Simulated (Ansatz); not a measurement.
C2H8FGeN (SMILES C[C](N)(F)[GeH3])

```xyz
13

C    -1.1966   -0.7117    0.6813
C     0.0921   -0.2719    0.0072
N     1.2084   -0.4828    0.8524
F     0.1955   -1.0426   -1.1973
Ge    0.0706    1.6282   -0.6249
H    -1.1247   -1.7801    0.9512
H    -1.3803   -0.1315    1.5973
H    -2.0541   -0.5955    0.0034
H     1.2471   -1.4416    1.2041
H     2.0921   -0.2727    0.3916
H    -0.9791    1.7881   -1.7418
H     1.4729    1.9547   -1.1816
H    -0.2573    2.5903    0.5358
```

The calculation used RKS B3LYP/def2-SVP (Ansatz 0.2.0).

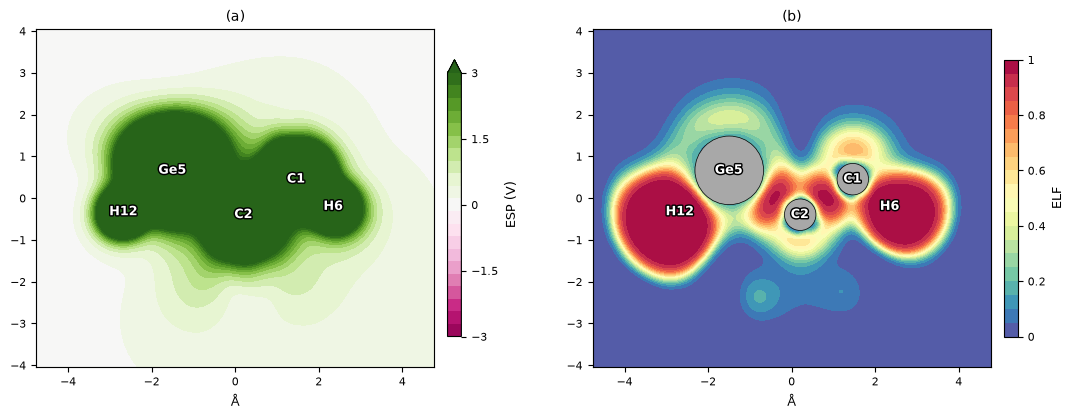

Figure 1. (a) electrostatic potential; (b) ELF on the plane of atoms C1, C2 and Ge5. Grey discs cover the atomic cores in the ELF map.

What do the fields say about this system?

Answer. Atoms in the plane: C, Ge and H.
C–C (1.52 Å): the ELF peaks at about 0.95 between the atoms, as expected for a covalent bond.
C–Ge (2.00 Å): the ELF peaks at about 0.95 in the valence shell of C, 0.7 Å from its nucleus, and is about 0.75 at the midpoint.
C–H (1.10 Å): the ELF climbs to about 1 towards the hydrogen, as it does in any bond to H; a covalent bond by its length.
Ge–H (1.54 Å): the ELF climbs to about 1 towards the hydrogen.
The potential has no marked negative region in this plane.

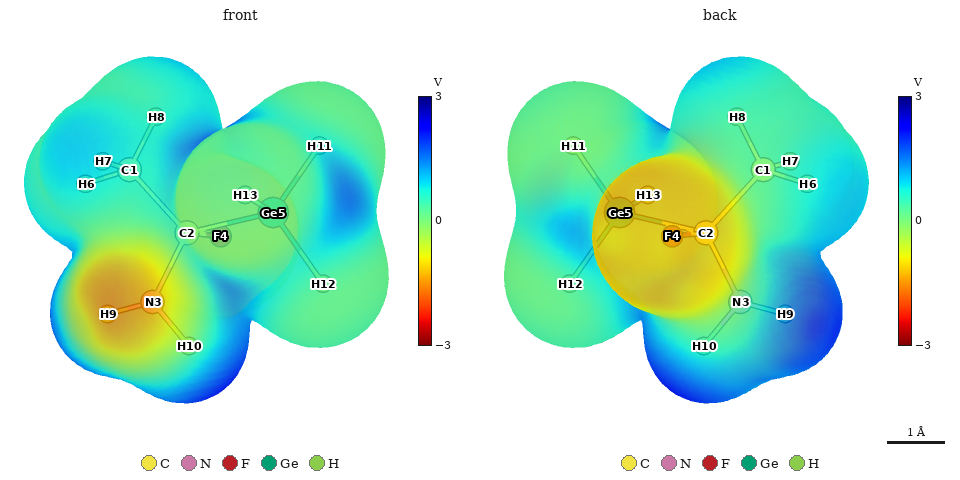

Figure 2. The molecular electrostatic potential painted on the density surface at 0.004 e/bohr³, seen from the front and from behind; red is negative and blue positive.

Which sites attract a positive test charge, and which a negative one?

Answer. A positive charge is drawn to the negative regions and a negative charge to the positive ones. The most negative region (about −1.5 V) lies over N3, the most positive (about +2.1 V) over H9 and H10. N3 is the likeliest acceptor of a hydrogen bond.

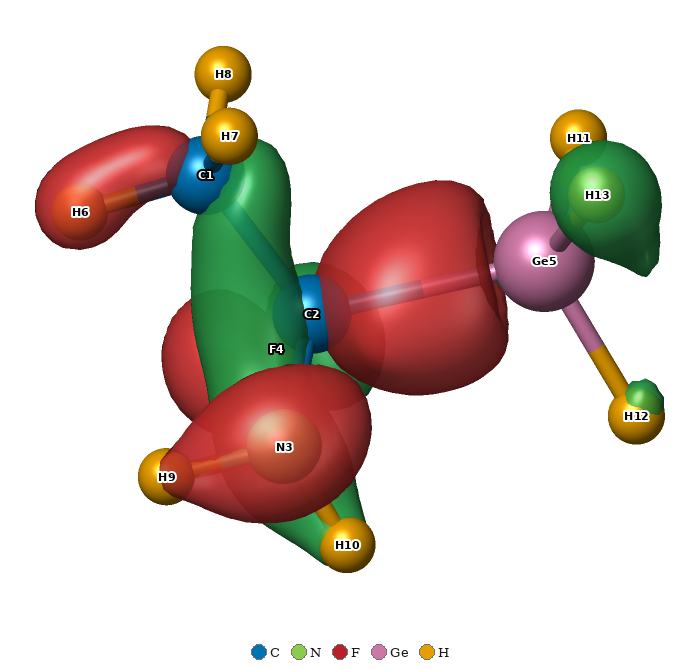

Figure 3. The HOMO−1 at ±0.15 Å⁻³ᐟ² (green and red are the two phases), seen at a tilt.

Where does this orbital lie, and at what energy?

Answer. Its weight (Hirshfeld) is mainly on F4 (about 25 %), C2 (about 20 %), Ge5 (about 20 %), N3 (about 15 %) and C1 (about 5 %). Its energy is −7.91 eV.
